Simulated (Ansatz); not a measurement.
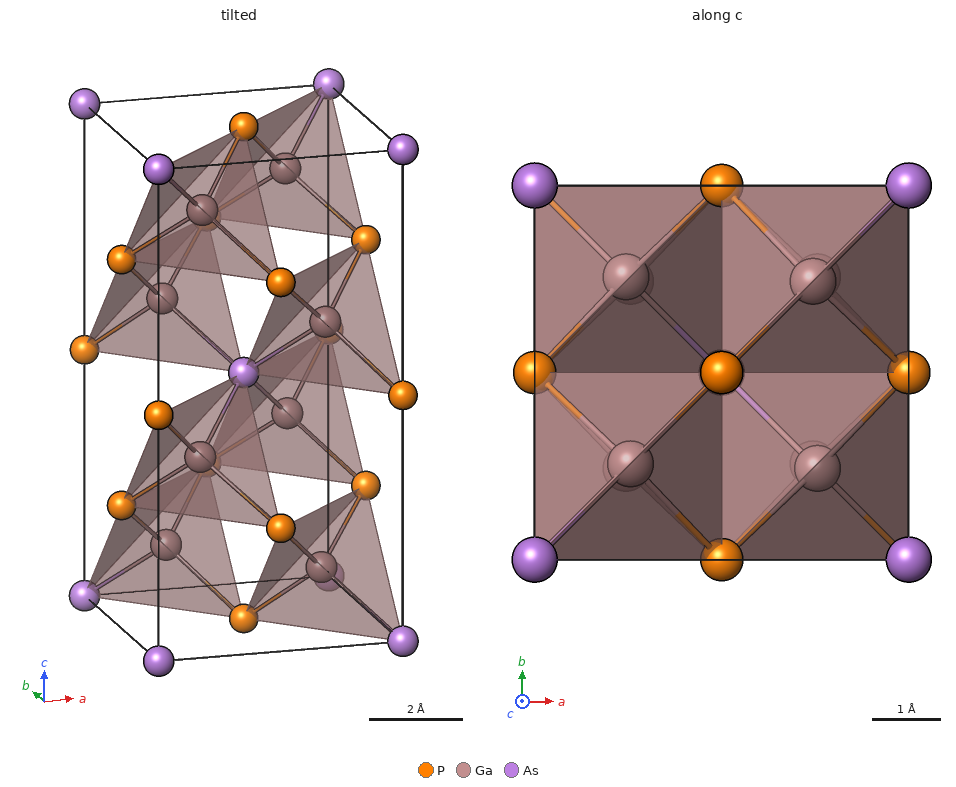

Shown here is a polyhedral view of the crystal, taken slightly off an axis and along the c axis. The wireframe shows the conventional unit cell.

Ga4AsP3, space group I-42m (No. 121), a = 5.504 Å, b = 5.504 Å, c = 11.006 Å, α = 90.00°, β = 90.00°, γ = 90.00°. Its origin is a structure type filled with these elements by a generator (whether the compound takes this form wasn't checked). Earlier steps of the study may have refined or changed the cell and positions. It went into a calculation with Ansatz.

This one geometry was computed with Ansatz (DFT, plane waves, PAW) at five levels of theory: PBE with spin-orbit coupling, r2SCAN, PBE0, PBE and HSE06. It was relaxed beforehand with r2SCAN.

Which level gives the highest pressure at this volume, and what does that say about its equilibrium volume?

Highest: PBE with spin-orbit coupling (2.5 GPa) and PBE (2.6 GPa), which points to the largest equilibrium volume. Lowest, with the smallest volume: r2SCAN (0.0 GPa) and PBE0 (0.4 GPa). Levels within 0.5 GPa of each other can't be told apart.

How does the band gap change with the level of theory?

PBE with spin-orbit coupling: a gap of 1.40 eV, direct; PBE: a gap of 1.45 eV, direct; r2SCAN: a gap of 1.70 eV, indirect; HSE06: a gap of 2.07 eV, indirect; PBE0: a gap of 2.72 eV, indirect.

Collect the results in a table.

| level | cutoff (eV) | k-mesh of the run's cell | gap (eV) | pressure (GPa) |
| --- | --- | --- | --- | --- |
| PBE with spin-orbit coupling | 420 | 6×6×6 | 1.40 | 2.5 |
| r2SCAN | 500 | 6×6×6 | 1.70 | 0.0 |
| PBE0 | 420 | 4×4×4 | 2.72 | 0.4 |
| PBE | 420 | 6×6×6 | 1.45 | 2.6 |
| HSE06 | 420 | 4×4×4 | 2.07 | 0.6 |

Gaps are taken on the k-mesh or band path of each run.
